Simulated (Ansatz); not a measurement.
Pulling on the Be1–H2 bond in C2H6Be (SMILES [BeH][CH2]C) (multiplicity 1 held, fragments rigid). Energies count from the point at 1.332 Å.
Geometry at that point (charge 0, multiplicity 1):
```xyz
9

Be    -1.44517    -0.33871     0.77012
H     -2.68932    -0.19576     1.22435
C      0.12566    -0.52297     0.19842
C      0.70150     0.65782    -0.61085
H      0.16970    -1.43496    -0.41255
H      0.78522    -0.73143     1.05193
H      0.72544     1.57703    -0.02084
H      0.10331     0.86593    -1.50107
H      1.72341     0.46492    -0.94768
```

U- levels take the lowest unrestricted solution at each point, which mixes spins at long bonds. Active spaces are followed from a long bond inwards. Levels need not reach the same state.

Frozen-core correlation.

Programs: Ansatz (Gaussian basis) for Hartree–Fock, density functionals and correlated methods. Each number belongs to the level named beside it.

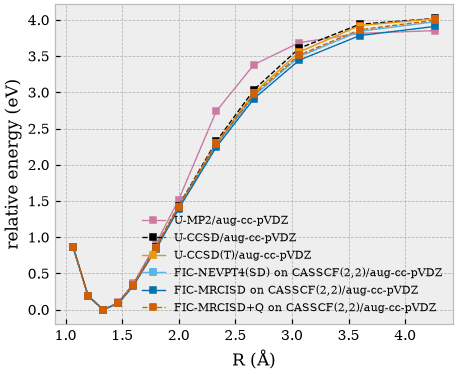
Figure: Relative energy along the coordinate

Doubts at one or more of the structures used: a spin-contaminated determinant (U-MP2/aug-cc-pVDZ, U-CCSD/aug-cc-pVDZ, U-CCSD(T)/aug-cc-pVDZ); T1 above 0.05 (U-CCSD/aug-cc-pVDZ, U-CCSD(T)/aug-cc-pVDZ).

Ansatz is an electronic-structure program.
